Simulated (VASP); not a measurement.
Shape and ions are relaxed at each volume.

Energy against volume of Zr (hcp). Calculation: PBE GGA, VASP's PBE PAW potentials (set 64) (plane waves; VASP).

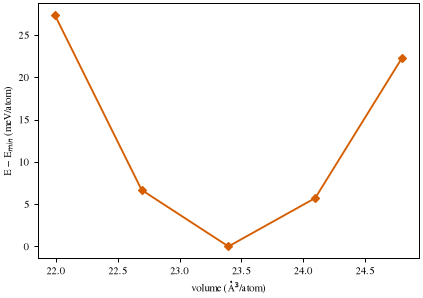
Figure. Energy against volume

Problem. Estimate the equilibrium volume and the bulk modulus.

Solution. The minimum lies near 23.4 Å³/atom, and the curvature gives B0 of about 94 GPa.

The compound is Zr in the hcp structure. It was relaxed first.
